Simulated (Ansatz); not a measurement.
**C₂H₉BFGaSeSi: small, medium and large basis sets**

Aim: see how fast density functionals converge with the basis set for C₂H₉BFGaSeSi.

Computed with Ansatz 0.2.0, Gaussian basis. Level: one geometry, several basis sets.

The runs, in order: PBE0-D4/def2-SVP; ωB97M-V/def2-SVP; PBE0-D4/def2-QZVPP; ωB97M-V/def2-QZVPP; the functionals' def2-TZVPP values are taken from earlier runs.

**1. The relaxed structure**

An earlier PBE0-D4 in a triple-zeta def2 set relaxation fixed the geometry.

16 atoms, charge 0, spin multiplicity 1.

Atoms are counted from 1 here; the program's logs count them from 0.

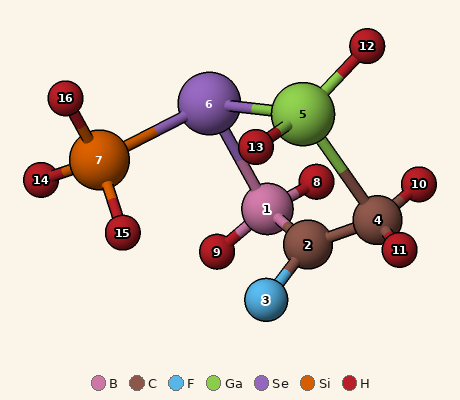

The structure; boron pink, carbon brown, fluorine blue, gallium green, selenium purple, silicon orange, hydrogen red; atoms are numbered from 1 in the order of the file.

**2. PBE0-D4 in def2-SVP**

in.yaml reads:

```yaml
crystal:
  periodic: [false, false, false]
  atoms:
    - {symbol: B, position_ang: [-0.562287, -1.559930, -0.327542]}
    - {symbol: C, position_ang: [0.736131, -0.822225, -0.889558]}
    - {symbol: F, position_ang: [1.815383, -0.830286, -0.106930]}
    - {symbol: C, position_ang: [0.842843, -0.079806, -2.026957]}
    - {symbol: Ga, position_ang: [-0.226455, 1.564123, -0.835951]}
    - {symbol: Se, position_ang: [-1.624860, 0.053295, 0.589103]}
    - {symbol: Si, position_ang: [-0.413815, 0.301414, 2.524172]}
    - {symbol: H, position_ang: [-1.305502, -1.895935, -1.211655]}
    - {symbol: H, position_ang: [-0.330178, -2.381306, 0.516017]}
    - {symbol: H, position_ang: [0.074701, -0.194735, -2.780981]}
    - {symbol: H, position_ang: [1.791809, 0.363011, -2.312227]}
    - {symbol: H, position_ang: [-1.106719, 2.181071, -1.965550]}
    - {symbol: H, position_ang: [0.872495, 2.234208, 0.048540]}
    - {symbol: H, position_ang: [-0.840916, -0.778503, 3.445104]}
    - {symbol: H, position_ang: [1.036378, 0.216289, 2.246153]}
    - {symbol: H, position_ang: [-0.759006, 1.629326, 3.088283]}
basis:
  gaussian: {orbitals: def2-SVP}
hamiltonian: {xc: pbe0, dispersion: d4}
output: {orbitals: {seedname: orbitals}}
```

On the command line:

```sh
$ ansatz run in.yaml --threads 2 --pin off --events-out ev --progress --plain --max-ram 32768MiB --backend cpu
```

The program printed:

```text
Functional definition: PBE0
  name "PBE0"
  cite "Adamo & Barone, J. Chem. Phys. 110, 6158 (1999) doi:10.1063/1.478522"
  cite "Perdew, Burke & Ernzerhof, Phys. Rev. Lett. 77, 3865 (1996) doi:10.1103/PhysRevLett.77.3865"
  parent pbe
  parameter a = 0.25
  parameter kappa = 0.804
  parameter beta = 0.06672455060314922
  exchange = (1 - a)*pbe_x(kappa = kappa, mu = beta*pi^2/3) + a*exact_x
  correlation = pbe_c(beta = beta)
1825 factors; integrals over basis functions are off by at most 1.2e-3 eV
mean field evaluation 1: about -131168.8189 eV, gradient 4.6e1 eV
mean field evaluation 2: about -131166.9259 eV, gradient 5.3e1 eV
mean field evaluation 4: about -131174.1090 eV, gradient 3.0e0 eV
mean field evaluation 8: about -131174.2225 eV, gradient 1.9e-1 eV
mean field evaluation 16: about -131174.2226 eV, gradient 1.8e-4 eV
mean field -131174.22255726 eV, -4820.5637658979 hartree, gradient 5.3e-5 eV, S^2 0.000000; 0 other end points of the search recorded, 0 dependent functions left out
reference -131174.22259250 eV, -4820.5637671929 hartree; 57, 57 occupied and 126, 126 virtual orbitals, 1825 factors
Total energy: -131174.71111141 eV, -4820.5817199319 hartree
```

It took 7 s on 2 threads of AMD EPYC 7R13, shared host.

**3. ωB97M-V in def2-SVP**

Changes to in.yaml since step 2:

```diff
@@ -21,3 +21,3 @@
   gaussian: {orbitals: def2-SVP}
-hamiltonian: {xc: pbe0, dispersion: d4}
+hamiltonian: {xc: {name: wB97M-V}}
 output: {orbitals: {seedname: orbitals}}
```

The command is unchanged.

The program printed, cut to the lines that bear on the results:

```text
Functional definition: wB97M-V
  name "wB97M-V"
  cite "Mardirossian & Head-Gordon, J. Chem. Phys. 144, 214110 (2016) doi:10.1063/1.4952647"
  cite "Becke, J. Chem. Phys. 107, 8554 (1997) doi:10.1063/1.475007"
  cite "Vydrov & Van Voorhis, J. Chem. Phys. 133, 244103 (2010) doi:10.1063/1.3521275"
  # Of w^i u^j: cxij and so on, Table III.
[...]
  gx(w, u) = 1 - cx + cx01*u + cx10*w
  gss(w, u) = css00 + css04*u^4 + css10*w + css20*w^2 + css43*w^4*u^3
  gos(w, u) = cos00 + cos10*w + (cos20 + cos21*u)*w^2 + (cos60 + cos61*u)*w^6
[...]
      + integral(e_c_pw_mod_opposite_spin*gos(b97_w_opposite, b97_u_opposite)) + vv10(b, c)
1825 factors; integrals over basis functions are off by at most 1.2e-3 eV
504 factors; integrals over basis functions are off by at most 5.7e-6 eV
[...]
mean field -131188.72940945 eV, -4821.0968828826 hartree, gradient 3.2e-5 eV, S^2 0.000000; 0 other end points of the search recorded, 0 dependent functions left out
reference -131188.72946657 eV, -4821.0968849817 hartree; 57, 57 occupied and 126, 126 virtual orbitals, 1825 factors
Total energy: -131188.72946657 eV, -4821.0968849817 hartree
```

Run time: 22 s. Hardware: 2 threads of AMD EPYC 7R13, shared host; peak memory 1 GiB.

**4. PBE0-D4 in def2-QZVPP**

Changes to in.yaml since step 3:

```diff
@@ -20,4 +20,4 @@
 basis:
-  gaussian: {orbitals: def2-SVP}
-hamiltonian: {xc: {name: wB97M-V}}
+  gaussian: {orbitals: "def2-QZVPP.json"}
+hamiltonian: {xc: pbe0, dispersion: d4}
 output: {orbitals: {seedname: orbitals}}
```

On the command line:

```sh
$ ansatz run in.yaml --threads 2 --pin off --events-out ev --progress --plain --max-ram 32768MiB --backend cuda --devices 0, --max-vram 18GiB
```

The program printed:

```text
Functional definition: PBE0
  name "PBE0"
  cite "Adamo & Barone, J. Chem. Phys. 110, 6158 (1999) doi:10.1063/1.478522"
  cite "Perdew, Burke & Ernzerhof, Phys. Rev. Lett. 77, 3865 (1996) doi:10.1103/PhysRevLett.77.3865"
  parent pbe
  parameter a = 0.25
  parameter kappa = 0.804
  parameter beta = 0.06672455060314922
  exchange = (1 - a)*pbe_x(kappa = kappa, mu = beta*pi^2/3) + a*exact_x
  correlation = pbe_c(beta = beta)
2815 factors; their error is unknown
mean field evaluation 1: about -131192.5491 eV, gradient 6.1e1 eV
mean field evaluation 2: about -131186.9673 eV, gradient 7.8e1 eV
mean field evaluation 4: about -131200.8390 eV, gradient 5.2e0 eV
mean field evaluation 8: about -131200.8863 eV, gradient 3.5e-1 eV
mean field evaluation 16: about -131201.2424 eV, gradient 7.8e-4 eV
mean field -131201.24236469 eV, -4821.5567255063 hartree, gradient 4.5e-5 eV, S^2 0.000000; 0 other end points of the search recorded, 0 dependent functions left out
reference -131201.24241823 eV, -4821.5567274737 hartree; 57, 57 occupied and 689, 689 virtual orbitals, 2815 factors
Total energy: -131201.73093714 eV, -4821.5746802126 hartree
```

Run time: 4.5 s. Hardware: 1 × H100 (card shared with other runs) with 2 threads of AMD EPYC 7R13, shared host; peak host memory 1.3 GiB.

**5. ωB97M-V in def2-QZVPP**

Changes to in.yaml since step 4:

```diff
@@ -21,3 +21,3 @@
   gaussian: {orbitals: "def2-QZVPP.json"}
-hamiltonian: {xc: pbe0, dispersion: d4}
+hamiltonian: {xc: {name: wB97M-V}}
 output: {orbitals: {seedname: orbitals}}
```

Same command.

The program printed, cut to the lines that bear on the results:

```text
Functional definition: wB97M-V
  name "wB97M-V"
  cite "Mardirossian & Head-Gordon, J. Chem. Phys. 144, 214110 (2016) doi:10.1063/1.4952647"
  cite "Becke, J. Chem. Phys. 107, 8554 (1997) doi:10.1063/1.475007"
  cite "Vydrov & Van Voorhis, J. Chem. Phys. 133, 244103 (2010) doi:10.1063/1.3521275"
  # Of w^i u^j: cxij and so on, Table III.
[...]
  gx(w, u) = 1 - cx + cx01*u + cx10*w
  gss(w, u) = css00 + css04*u^4 + css10*w + css20*w^2 + css43*w^4*u^3
  gos(w, u) = cos00 + cos10*w + (cos20 + cos21*u)*w^2 + (cos60 + cos61*u)*w^6
[...]
      + integral(e_c_pw_mod_opposite_spin*gos(b97_w_opposite, b97_u_opposite)) + vv10(b, c)
2765 factors; their error is unknown
617 factors; integrals over basis functions are off by at most 8.0e-6 eV
[...]
mean field -131215.87463032 eV, -4822.0944513500 hartree, gradient 6.0e-5 eV, S^2 0.000000; 0 other end points of the search recorded, 0 dependent functions left out
reference -131215.87471612 eV, -4822.0944545032 hartree; 57, 57 occupied and 689, 689 virtual orbitals, 2765 factors
Total energy: -131215.87471612 eV, -4822.0944545032 hartree
```

Wall time 11 s (1 × H100 (card shared with other runs) with 2 threads of AMD EPYC 7R13, shared host); peak host memory 1.5 GiB.

**6. Density functionals: the series**

The def2-TZVPP values come from earlier runs at the same geometry.

```
functional       basis  functions   energy (eV)  from the largest (eV)  HOMO (eV)  LUMO (eV)
   PBE0-D4    def2-SVP        183  -131174.7111                 27.020      -7.86      -1.78
   PBE0-D4  def2-TZVPP        388  -131198.6172                  3.114      -7.85      -1.80
   PBE0-D4  def2-QZVPP        746  -131201.7309                  0.000      -7.85      -1.82
   ωB97M-V    def2-SVP        183  -131188.7295                 27.145      -9.87       0.25
   ωB97M-V  def2-TZVPP        388  -131212.8768                  2.998      -9.89       0.16
   ωB97M-V  def2-QZVPP        746  -131215.8747                  0.000      -9.89       0.08
```

**7. Outcome**

| quantity | value |
| --- | --- |
| PBE0-D4: double and triple zeta above quadruple | 27.02, 3.11 eV |
| ωB97M-V: double and triple zeta above quadruple | 27.15, 3.00 eV |

For PBE0-D4 the step from double to triple zeta gains 23.91 eV and the next only 3.11 eV. Total energies overstate the basis error of differences, where much of it tends to cancel.
